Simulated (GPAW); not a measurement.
**Nb2COS MXene monolayer in an electric field**

Wanted: the out-of-plane polarisability of Nb2COS MXene monolayer.

Calculated with GPAW 26.7.0; GPAW, PAW setups; layer in a repeated cell with vacuum, relaxation of atoms and in-plane cell, in the first sound run; inputs show where later runs differ.

### 1. Set-up

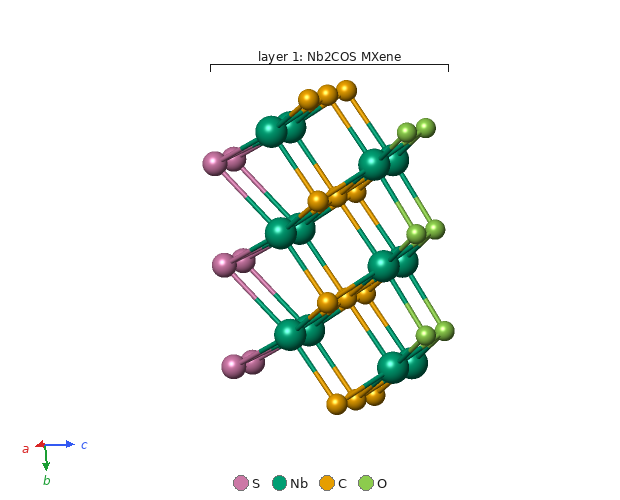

The starting structure, seen from the side, with the c axis across the page (sulfur pink, niobium teal, carbon orange, oxygen green). 2×3×1 cells are drawn. Some periodic images of atoms are drawn too.

The cell holds 5 atoms: 1 S, 2 Nb, 1 C and 1 O. Cell: a = 3.151 Å, b = 3.151 Å, c = 21.359 Å, α = 90.0°, β = 90.0°, γ = 120.0°. Vacuum lies along c.

### 2. Relaxing the atoms

The atoms are relaxed first, since the surface dipole, and with it the work function, follows the positions of the outer layers.

The input, run.py:

```python
import json
import numpy as np
from ase import Atoms
from ase.filters import FrechetCellFilter
from ase.optimize import BFGS
from gpaw import GPAW, PW

slab = Atoms(
    ['S', 'Nb', 'C', 'Nb', 'O'],
    positions=[
        [-0.00000, 1.81899, 8.00000],
        [1.57529, 0.90949, 9.75270],
        [0.00000, 0.00000, 10.99584],
        [-0.00000, 1.81899, 12.23897],
        [1.57529, 0.90949, 13.35870]],
    cell=[[3.15058, 0.0, 0.0], [-1.57529, 2.72848, 0.0], [0.0, 0.0, 21.3587]],
    pbc=[True, True, True])

slab.calc = GPAW(mode=PW(600), xc='PBE', kpts={'size': (12, 12, 1), 'gamma': True},
                 occupations={'name': 'fermi-dirac', 'width': 0.05}, nbands='160%',
                 convergence={'density': 1e-05}, maxiter=200,
                 symmetry={'tolerance': 1e-3}, txt='slab.txt')
result = {}
# The in-plane cell is free; stress needs a cell that repeats along all three vectors
path = []
opt = BFGS(FrechetCellFilter(slab, mask=[1, 1, 0, 0, 0, 1]), maxstep=0.2)
opt.attach(lambda: path.append((slab.get_potential_energy(), slab.positions.tolist(), slab.get_forces().tolist())))
result['relaxed'] = bool(opt.run(fmax=0.02, steps=45))
result['path'] = path
result['cell'] = slab.cell.tolist()
print('in-plane lattice', slab.cell.cellpar().round(4)[[0, 1, 5]])
energy = slab.get_potential_energy()
fermi = slab.calc.get_fermi_level()
v = slab.calc.get_electrostatic_potential().mean((0, 1)) - fermi
n = slab.calc.get_pseudo_density().mean((0, 1))
L = slab.cell[2, 2]
z = np.arange(len(v)) * L / len(v)
low, high = slab.positions[:, 2].min(), slab.positions[:, 2].max()
below, above = np.interp([low - 5.8, high + 5.8], z, v)
slopes = [np.interp(x, z, np.gradient(v, z)) for x in (low - 5.8, high + 5.8)]
eps = np.array([[slab.calc.get_eigenvalues(k, s) for k in range(len(slab.calc.get_ibz_k_points()))]
                for s in range(slab.calc.get_number_of_spins())]) - fermi
top, bottom = eps[eps < 0].max(), eps[eps > 0].min()
dipole = slab.get_dipole_moment()[2]
print(f'energy {energy:.4f} eV, Fermi level {fermi:.4f} eV, dipole {dipole:.5f} e A')
print(f'potential 5.8 A off the faces, from the Fermi level: lower {below:.4f} eV, upper {above:.4f} eV')
print(f'slope of the potential there: lower {slopes[0]:.5f}, upper {slopes[1]:.5f} eV/A')
print(f'nearest levels on the mesh: {top:.4f} and {bottom:.4f} eV')
print('magnetic moment', round(slab.get_magnetic_moment(), 3))
result.update(energy=energy, fermi=fermi, dipole=dipole, below=below, above=above, slopes=slopes, edges=[top, bottom],
              z=z.tolist(), v=v.tolist(), n=n.tolist(), positions=slab.positions.tolist(),
              forces=slab.get_forces(apply_constraint=False).tolist(), moments=slab.get_magnetic_moments().tolist())
json.dump(result, open('result.json', 'w'))
```

Launch:

```console
OMP_NUM_THREADS=1 OPENBLAS_NUM_THREADS=1 python run.py
```

The log of the run:

```text
Step          Energy          fmax
BFGS:    0      -45.460385        0.954718
BFGS:    1      -45.488988        0.643945
BFGS:    2      -45.510434        0.375374
BFGS:    3      -45.517454        0.397583
BFGS:    4      -45.538655        0.257878
BFGS:    5      -45.543456        0.130664
BFGS:    6      -45.546040        0.089270
BFGS:    7      -45.547678        0.079290
BFGS:    8      -45.548910        0.059604
BFGS:    9      -45.549351        0.030858
BFGS:   10      -45.549507        0.020601
BFGS:   11      -45.549515        0.010381
in-plane lattice [  3.182   3.182 120.   ]
energy -45.5409 eV, Fermi level 0.0071 eV, dipole -0.00813 e A
potential 5.8 A off the faces, from the Fermi level: lower 5.5132 eV, upper 5.5486 eV
slope of the potential there: lower -0.00784, upper -0.00756 eV/A
nearest levels on the mesh: -0.0332 and 0.0228 eV
magnetic moment 0.0
```

Wall time 11 min (1 thread of INTEL XEON PLATINUM 8581C at 2.10GHz (Emerald Rapids), shared host); peak memory 0.44 GiB.

This step gave:

```
dipole along the normal                    : -0.008126 e·Å
levels nearest the Fermi level on the mesh : -0.03316, 0.02276 eV from the Fermi level
```

The electrostatic potential energy of an electron (without an applied field's), less the Fermi level, planar mean oscillates, so the rows of the table below give means over windows of 2 Å about each position, cut where the curve ends. Its maxima inside the range that stand out by 2 % of the span (Å: eV): 8.8: -5.06, 10.6: -8.41, 11.4: -8.67, 13.0: -11.0. Its minima: 8.1: -18.7, 9.7: -23.0, 11.0: -12.2, 12.2: -23.5, 13.2: -11.9.

The electrostatic potential energy of an electron (without an applied field's), less the Fermi level, planar mean by z; means over each step:

```csv
z (Å),"electrostatic potential energy of an electron (without an applied field's), less the Fermi level, planar mean (eV)"
0,5.53
2,5.52
4,5.50
6,5.23
8,-7.37
10,-14.3
12,-15.1
14,0.0415
16,5.56
18,5.56
20,5.54
```

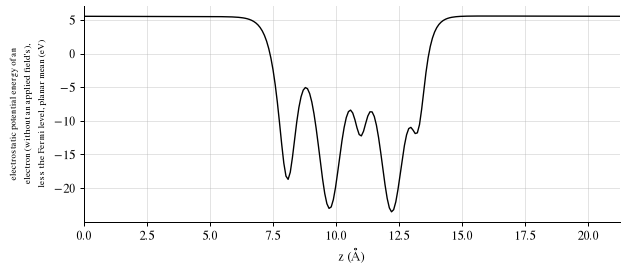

Electrostatic potential energy of an electron (without an applied field's), less the Fermi level, planar mean against z.

The pseudo valence density, planar mean oscillates, so the rows of the table below give means over windows of 2 Å about each position, cut where the curve ends. Its maxima inside the range that stand out by 2 % of the span (Å: e/Å³): 8.4: 0.487, 9.7: 1.38, 12.3: 1.37, 13.2: 0.893. Its minima: 8.9: 0.433, 10.8: 0.557, 12.8: 0.779.

Pseudo valence density, planar mean against z; means over each step:

```csv
z (Å),"pseudo valence density, planar mean (e/Å³)"
4,2.7e-5
6,0.0144
8,0.369
10,0.816
12,0.872
14,0.323
16,5.2e-4
18,0
```

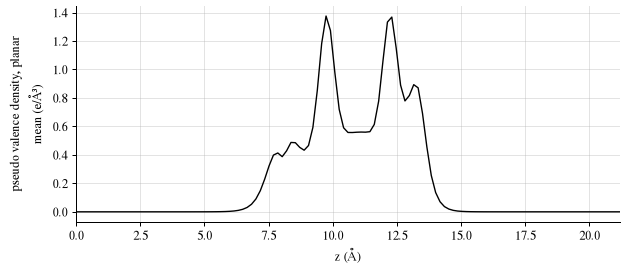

Pseudo valence density, planar mean against z.

The relaxation lowered the energy of the cell by 0.0884 eV (energies extrapolated to zero smearing; the optimiser's log prints free energies). The largest force left on a free atom is 0.010 eV/Å.

### 3. Plane waves, PBE

The work function is the vacuum plateau of the electrostatic potential less the Fermi level; a dipole layer lets the two faces have plateaus of their own.

This step: GPAW, PAW setups; slab in vacuum (GPAW 26.7.0).

The cell differs from the one that the last finished run ended in (c 21.359 → 21.181 Å).

run.py, as its differences from that of step 2:

```diff
@@ -3,4 +3,2 @@
 from ase import Atoms
-from ase.filters import FrechetCellFilter
-from ase.optimize import BFGS
 from gpaw import GPAW, PW
@@ -10,23 +8,16 @@
     positions=[
-        [-0.00000, 1.81899, 8.00000],
-        [1.57529, 0.90949, 9.75270],
-        [0.00000, 0.00000, 10.99584],
-        [-0.00000, 1.81899, 12.23897],
-        [1.57529, 0.90949, 13.35870]],
-    cell=[[3.15058, 0.0, 0.0], [-1.57529, 2.72848, 0.0], [0.0, 0.0, 21.3587]],
-    pbc=[True, True, True])
+        [-0.00000, 1.83713, 8.00000],
+        [1.59100, 0.91856, 9.66956],
+        [0.00000, -0.00000, 10.90410],
+        [-0.00000, 1.83713, 12.13914],
+        [1.59100, 0.91856, 13.18131]],
+    cell=[[3.182, -0.0, 0.0], [-1.591, 2.75569, 0.0], [0.0, 0.0, 21.1813]],
+    pbc=[True, True, False])
 
-slab.calc = GPAW(mode=PW(600), xc='PBE', kpts={'size': (12, 12, 1), 'gamma': True},
+slab.calc = GPAW(mode=PW(500), xc='PBE', kpts={'size': (12, 12, 1), 'gamma': True},
                  occupations={'name': 'fermi-dirac', 'width': 0.05}, nbands='160%',
                  convergence={'density': 1e-05}, maxiter=200,
+                 poissonsolver={'dipolelayer': 'xy'},
                  symmetry={'tolerance': 1e-3}, txt='slab.txt')
 result = {}
-# The in-plane cell is free; stress needs a cell that repeats along all three vectors
-path = []
-opt = BFGS(FrechetCellFilter(slab, mask=[1, 1, 0, 0, 0, 1]), maxstep=0.2)
-opt.attach(lambda: path.append((slab.get_potential_energy(), slab.positions.tolist(), slab.get_forces().tolist())))
-result['relaxed'] = bool(opt.run(fmax=0.02, steps=45))
-result['path'] = path
-result['cell'] = slab.cell.tolist()
-print('in-plane lattice', slab.cell.cellpar().round(4)[[0, 1, 5]])
 energy = slab.get_potential_energy()
```

The log of the run:

```text
energy -45.1847 eV, Fermi level 0.0547 eV, dipole -0.00548 e A
potential 5.8 A off the faces, from the Fermi level: lower 5.4796 eV, upper 5.5820 eV
slope of the potential there: lower -0.00089, upper -0.00045 eV/A
nearest levels on the mesh: -0.0332 and 0.0227 eV
magnetic moment 0.0
```

It took 64 s on 1 thread; peak memory 0.27 GiB.

Numbers from this step:

```
dipole along the normal                    : -0.005484 e·Å
levels nearest the Fermi level on the mesh : -0.03323, 0.02270 eV from the Fermi level
upper work function                        : 5.582 eV
lower work function                        : 5.480 eV
```

The electrostatic potential energy of an electron (without an applied field's), less the Fermi level, planar mean oscillates, so the rows of the table below give means over windows of 2 Å about each position, cut where the curve ends. Its maxima inside the range that stand out by 2 % of the span (Å: eV): 8.7: -5.07, 10.5: -8.41, 11.3: -8.64, 12.9: -11.0. Its minima: 8.0: -18.6, 9.6: -23.0, 10.9: -12.2, 12.1: -23.5, 13.1: -11.9.

Electrostatic potential energy of an electron (without an applied field's), less the Fermi level, planar mean against z; means over each step:

```csv
z (Å),"electrostatic potential energy of an electron (without an applied field's), less the Fermi level, planar mean (eV)"
0,5.49
2,5.48
4,5.48
6,5.14
8,-7.86
10,-14.5
12,-15.1
14,0.803
16,5.58
18,5.58
20,5.58
```

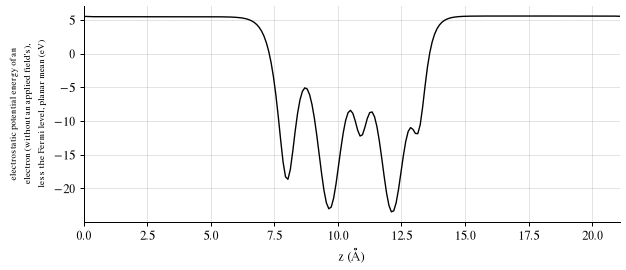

Electrostatic potential energy of an electron (without an applied field's), less the Fermi level, planar mean, plotted against z.

The pseudo valence density, planar mean oscillates, so the rows of the table below give means over windows of 2 Å about each position, cut where the curve ends. Its maxima inside the range that stand out by 2 % of the span (Å: e/Å³): 7.8: 0.415, 8.3: 0.492, 9.6: 1.37, 12.1: 1.38, 13.0: 0.886. Its minima: 7.9: 0.387, 8.7: 0.440, 10.6: 0.556, 12.7: 0.794.

Pseudo valence density, planar mean against z; means over each step:

```csv
z (Å),"pseudo valence density, planar mean (e/Å³)"
4,3.6e-5
6,0.0192
8,0.387
10,0.819
12,0.886
14,0.284
16,3.8e-4
18,0
```

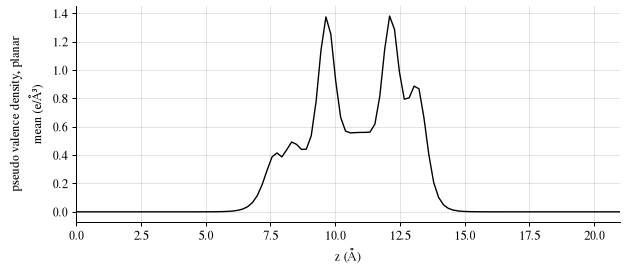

Pseudo valence density, planar mean, plotted against z.

The potential is flat to 8.9e-4 eV/Å where it is read, so the vacuum is wide enough.

### 4. Field on

A uniform field along the normal polarises the slab; the atoms stay fixed, so this is the electronic response alone.

run.py, as its differences from that of step 3:

```diff
@@ -4,2 +4,3 @@
 from gpaw import GPAW, PW
+from gpaw.external import ConstantElectricField
 
@@ -20,2 +21,3 @@
                  poissonsolver={'dipolelayer': 'xy'},
+                 external=ConstantElectricField(-0.2, [0, 0, 1]),
                  symmetry={'tolerance': 1e-3}, txt='slab.txt')
```

The log of the run:

```text
energy -45.1922 eV, Fermi level 0.0859 eV, dipole -0.06925 e A
potential 5.8 A off the faces, from the Fermi level: lower 4.7691 eV, upper 6.2004 eV
slope of the potential there: lower -0.00089, upper -0.00045 eV/A
nearest levels on the mesh: -0.0353 and 0.0236 eV
magnetic moment 0.0
```

Wall time 2.8 min (1 thread); peak memory 0.56 GiB.

Numbers from this step:

```
dipole along the normal                                         : -0.06925 e·Å
levels nearest the Fermi level on the mesh                      : -0.03528, 0.02361 eV from the Fermi level
potential below the slab, the applied field's own ramp left out : 4.769 eV from the Fermi level
potential above the slab, the applied field's own ramp left out : 6.200 eV from the Fermi level
```

The electrostatic potential energy of an electron (without an applied field's), less the Fermi level, planar mean oscillates, so the rows of the table below give means over windows of 2 Å about each position, cut where the curve ends. Its maxima inside the range that stand out by 2 % of the span (Å: eV): 8.7: -5.44, 10.5: -8.42, 11.3: -8.49, 12.9: -10.5. Its minima: 8.0: -19.1, 9.6: -23.2, 10.9: -12.2, 12.1: -23.2, 13.1: -11.4.

The electrostatic potential energy of an electron (without an applied field's), less the Fermi level, planar mean by z; means over each step:

```csv
z (Å),"electrostatic potential energy of an electron (without an applied field's), less the Fermi level, planar mean (eV)"
0,4.91
2,4.77
4,4.77
6,4.44
8,-8.36
10,-14.7
12,-14.8
14,1.37
16,6.19
18,6.20
20,6.18
```

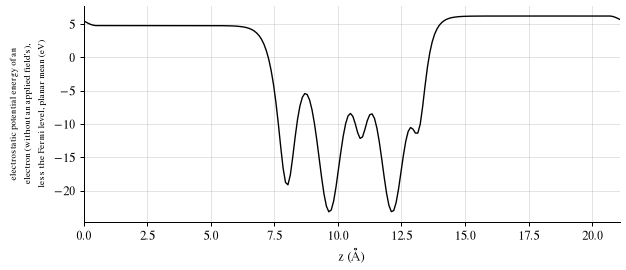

Electrostatic potential energy of an electron (without an applied field's), less the Fermi level, planar mean against z.

Force by atom:

```csv
atom,x (eV/Å),y (eV/Å),z (eV/Å),size
S1,0.0000,0.0000,0.0027,0.0027
Nb2,0.0000,0.0000,0.0117,0.0117
C3,0.0000,0.0000,0.0083,0.0083
Nb4,0.0000,0.0000,-0.0835,0.0835
O5,0.0000,0.0000,0.0985,0.0985
```

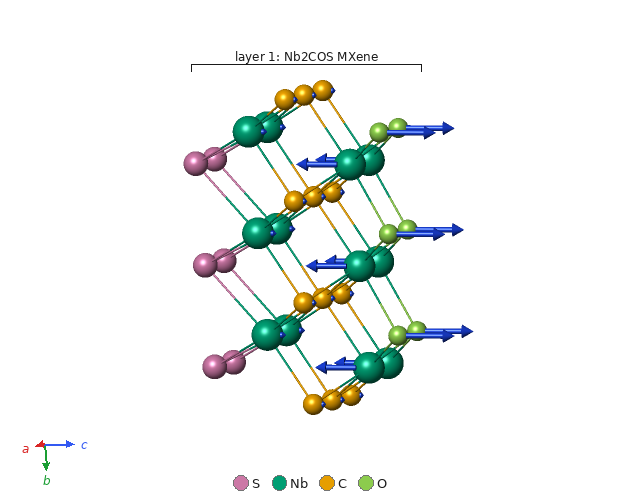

Force as arrows, the longest 0.0985 eV/Å. 2×3×1 cells are drawn. Some periodic images of atoms are drawn too.

The dipole is now -0.0692 e Å, against -0.0055 in the run without a field.

### 5. In a field

run.py, as its differences from that of step 4:

```diff
@@ -21,3 +21,3 @@
                  poissonsolver={'dipolelayer': 'xy'},
-                 external=ConstantElectricField(-0.2, [0, 0, 1]),
+                 external=ConstantElectricField(-0.1, [0, 0, 1]),
                  symmetry={'tolerance': 1e-3}, txt='slab.txt')
```

The log of the run:

```text
energy -45.1868 eV, Fermi level 0.0705 eV, dipole -0.03705 e A
potential 5.8 A off the faces, from the Fermi level: lower 5.1239 eV, upper 5.8908 eV
slope of the potential there: lower -0.00089, upper -0.00045 eV/A
nearest levels on the mesh: -0.0343 and 0.0232 eV
magnetic moment 0.0
```

It took 2.8 min on 1 thread; peak memory 0.56 GiB.

Numbers from this step:

- dipole along the normal: -0.03705 e·Å
- levels nearest the Fermi level on the mesh: -0.03426, 0.02316 eV from the Fermi level
- potential below the slab, the applied field's own ramp left out: 5.124 eV from the Fermi level
- potential above the slab, the applied field's own ramp left out: 5.891 eV from the Fermi level

The electrostatic potential energy of an electron (without an applied field's), less the Fermi level, planar mean oscillates, so the rows of the table below give means over windows of 2 Å about each position, cut where the curve ends. Its maxima inside the range that stand out by 2 % of the span (Å: eV): 8.7: -5.26, 10.5: -8.42, 11.3: -8.57, 12.9: -10.8. Its minima: 8.0: -18.9, 9.6: -23.1, 10.9: -12.2, 12.1: -23.3, 13.1: -11.6.

The electrostatic potential energy of an electron (without an applied field's), less the Fermi level, planar mean by z; means over each step:

```csv
z (Å),"electrostatic potential energy of an electron (without an applied field's), less the Fermi level, planar mean (eV)"
0,5.20
2,5.12
4,5.12
6,4.79
8,-8.11
10,-14.6
12,-14.9
14,1.09
16,5.89
18,5.89
20,5.88
```

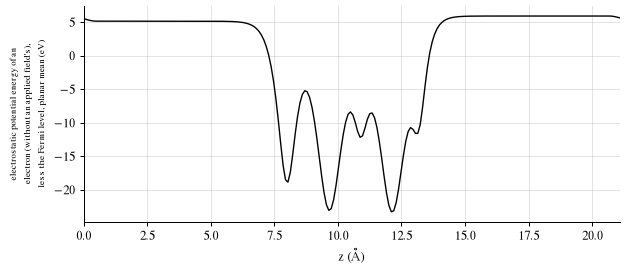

Electrostatic potential energy of an electron (without an applied field's), less the Fermi level, planar mean, plotted against z.

Force by atom:

```csv
atom,x (eV/Å),y (eV/Å),z (eV/Å),size
S1,0.0000,0.0000,0.0011,0.0011
Nb2,0.0000,0.0000,0.0099,0.0099
C3,0.0000,0.0000,0.0074,0.0074
Nb4,0.0000,0.0000,-0.0462,0.0462
O5,0.0000,0.0000,0.0659,0.0659
```

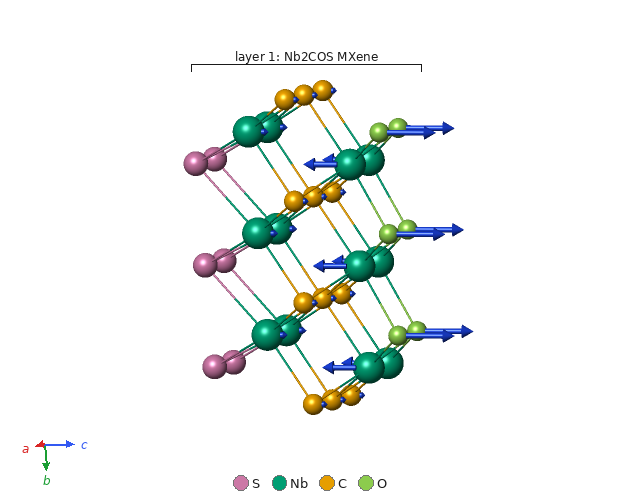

Force as arrows, the longest 0.0659 eV/Å. 2×3×1 cells are drawn. Some periodic images of atoms are drawn too.

The dipole is now -0.0371 e Å, against -0.0055 in the run without a field.

### 6. Field on

run.py, as its differences from that of step 5:

```diff
@@ -21,3 +21,3 @@
                  poissonsolver={'dipolelayer': 'xy'},
-                 external=ConstantElectricField(-0.1, [0, 0, 1]),
+                 external=ConstantElectricField(-0.05, [0, 0, 1]),
                  symmetry={'tolerance': 1e-3}, txt='slab.txt')
```

The log of the run:

```text
energy -45.1854 eV, Fermi level 0.0627 eV, dipole -0.02095 e A
potential 5.8 A off the faces, from the Fermi level: lower 5.3017 eV, upper 5.7364 eV
slope of the potential there: lower -0.00089, upper -0.00045 eV/A
nearest levels on the mesh: -0.0337 and 0.0229 eV
magnetic moment 0.0
```

Run time: 2.9 min. Hardware: 1 thread; peak memory 0.56 GiB.

### 7. Field on

run.py, as its differences from that of step 6:

```diff
@@ -21,3 +21,3 @@
                  poissonsolver={'dipolelayer': 'xy'},
-                 external=ConstantElectricField(-0.05, [0, 0, 1]),
+                 external=ConstantElectricField(0.05, [0, 0, 1]),
                  symmetry={'tolerance': 1e-3}, txt='slab.txt')
```

The log of the run:

```text
energy -45.1849 eV, Fermi level 0.0465 eV, dipole 0.01126 e A
potential 5.8 A off the faces, from the Fermi level: lower 5.6580 eV, upper 5.4279 eV
slope of the potential there: lower -0.00088, upper -0.00044 eV/A
nearest levels on the mesh: -0.0327 and 0.0225 eV
magnetic moment 0.0
```

Run time: 2.9 min. Hardware: 1 thread; peak memory 0.56 GiB.

The electrostatic potential energy of an electron (without an applied field's), less the Fermi level, planar mean oscillates, so the rows of the table below give means over windows of 1 Å about each position, cut where the curve ends. Its maxima inside the range that stand out by 2 % of the span (Å: eV): 8.7: -4.98, 10.5: -8.40, 11.3: -8.68, 12.9: -11.1. Its minima: 8.0: -18.5, 9.6: -23.0, 10.9: -12.2, 12.1: -23.5, 13.1: -12.0.

The electrostatic potential energy of an electron (without an applied field's), less the Fermi level, planar mean by z; means over each step:

```csv
z (Å),"electrostatic potential energy of an electron (without an applied field's), less the Fermi level, planar mean (eV)"
0,5.62
1,5.66
2,5.66
3,5.66
4,5.66
5,5.65
6,5.52
7,2.52
8,-12.8
9,-10.2
10,-16.5
11,-10.2
12,-19.0
13,-11.0
14,3.20
15,5.37
16,5.43
17,5.43
18,5.43
19,5.43
20,5.43
21,5.45
```

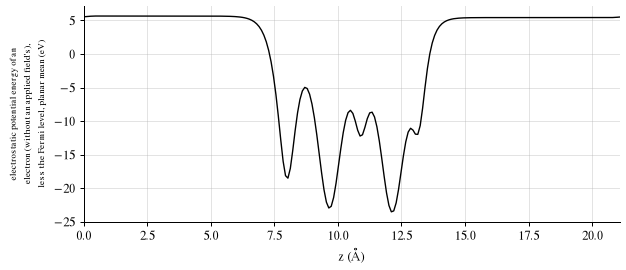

Electrostatic potential energy of an electron (without an applied field's), less the Fermi level, planar mean against z.

### 8. Field on

run.py, as its differences from that of step 7:

```diff
@@ -21,3 +21,3 @@
                  poissonsolver={'dipolelayer': 'xy'},
-                 external=ConstantElectricField(0.05, [0, 0, 1]),
+                 external=ConstantElectricField(0.1, [0, 0, 1]),
                  symmetry={'tolerance': 1e-3}, txt='slab.txt')
```

The log of the run:

```text
energy -45.1858 eV, Fermi level 0.0383 eV, dipole 0.02737 e A
potential 5.8 A off the faces, from the Fermi level: lower 5.8365 eV, upper 5.2740 eV
slope of the potential there: lower -0.00088, upper -0.00044 eV/A
nearest levels on the mesh: -0.0322 and 0.0222 eV
magnetic moment 0.0
```

Run time: 2.9 min. Hardware: 1 thread; peak memory 0.56 GiB.

The dipole is now 0.0274 e Å, against -0.0055 in the run without a field.

[end of part 1 of 2]

[Logs are printed without paths, hosts, clocks, repeated set-up lines and the standing remarks that a program may print on its own settings, such as how far it seeks lower states.]

[Hosts, paths, dates, database ids (printed as entryN), source tags and the programs' standing remarks are cut or masked in the printed files.]
